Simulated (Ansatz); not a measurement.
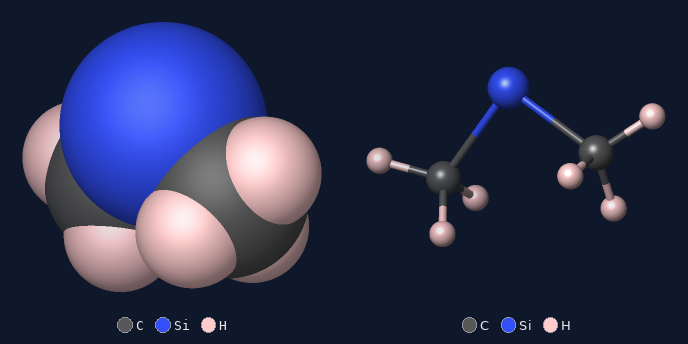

Both panels show the same species.

> What is the molecular formula?

C₂H₆Si, 9 atoms: 2 carbon, 6 hydrogen and 1 silicon.

> Describe its rings.

It has no ring.

> What is its SMILES?

C[Si]C

> How many bonds of each kind are drawn?

6 C–H, 2 C–Si.

> How many sets of symmetry-equivalent atoms are there?

5: 2 C, 1 Si, 2 H, 2 H, 2 H.

More results for the same structure follow; atom numbers are the same in all pictures, views and colours differ. Computed geometry: PBE0-D4/def2-TZVP optimisation.

## Thermal motion

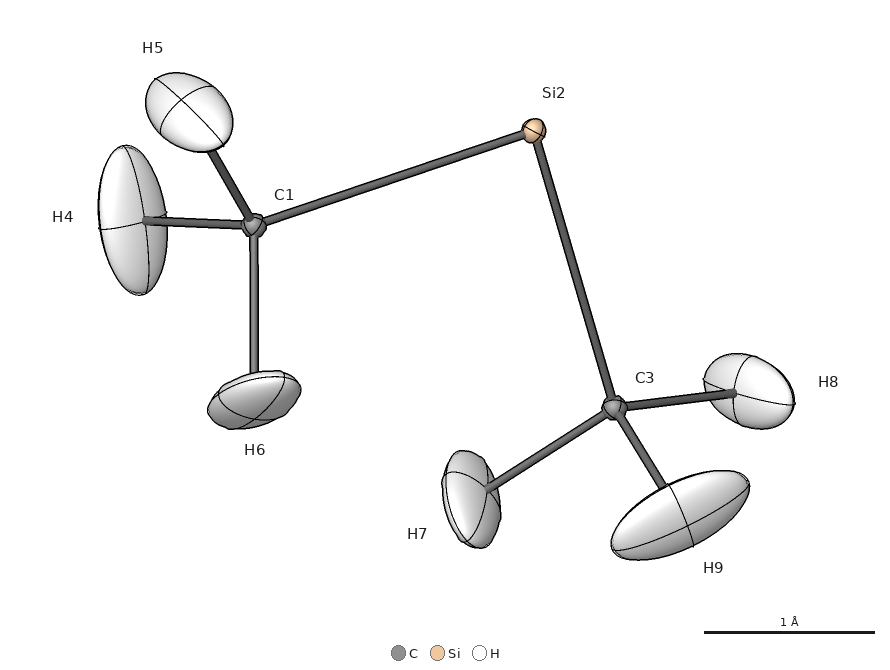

Displacement ellipsoids at the 50 % level, from the internal vibrations of the free molecule (harmonic, no overall translation or rotation; no half-axis is drawn under 0.075 Å). Vibrations computed with RKS PBE0-D4/def2-TZVP (Ansatz 0.2.0). Temperature: 100 K.

List U_eq and the three principal root-mean-square amplitudes for each kind of atom.

```csv
atom,U_eq (Å²),rms amplitudes (Å)
"C1, C3",0.0014,"0.031, 0.033, 0.045"
Si2,0.00054,"0.018, 0.023, 0.027"
"H4, H9",0.0380,"0.076, 0.155, 0.290"
"H5, H8",0.0282,"0.082, 0.138, 0.243"
"H6, H7",0.0324,"0.078, 0.151, 0.261"
```

## Dipole moment

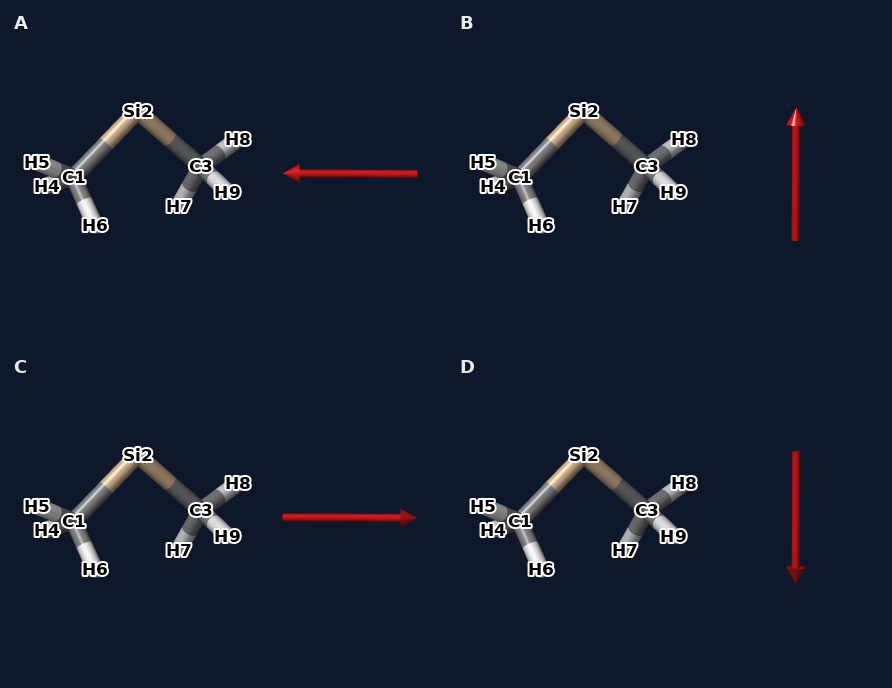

The same molecule four times, each with an arrow. Method: RKS B3LYP-D4/def2-TZVPP (Ansatz 0.2.0).

> Which arrow points along the dipole moment, from the negative to the positive end?

D. The dipole moment is 1.23 D; it points from the side of Si2 to the side of H6, H7 (the outermost atoms at the two ends).

## Electronic properties

Level of theory: RKS PBE0-D4/def2-QZVPP (Ansatz 0.2.0).

> Give the HOMO energy (Kohn–Sham orbital) at this level.

−5.97 eV.

> What is the dispersion correction?

−12.2 kJ/mol.

> Give the LUMO energy (Kohn–Sham orbital) at this level.

−2.08 eV.

## Vibrations

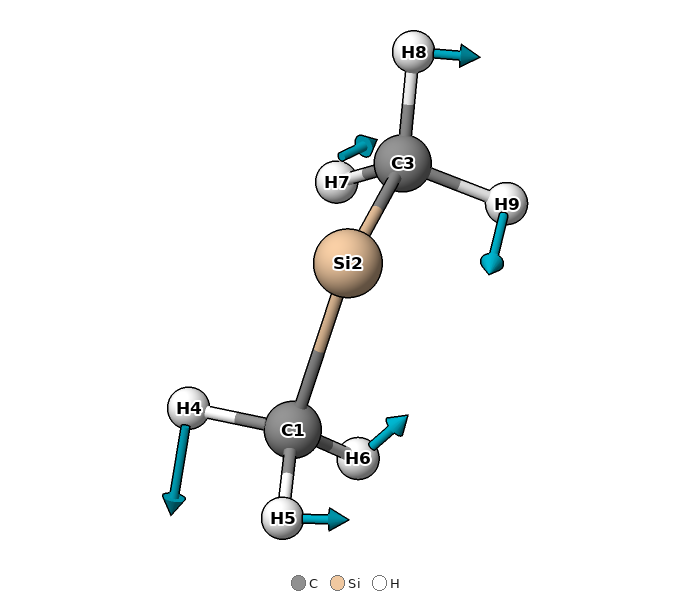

The arrows show one normal mode. Harmonic vibrations computed with RKS PBE0-D4/def2-TZVP (Ansatz 0.2.0) at a stationary point of the same level.

> Describe the motion.

Mostly H–C–Si bending.

> Estimate its harmonic wavenumber.

505 cm⁻¹; it is mode 4 of 21 counted from the lowest.
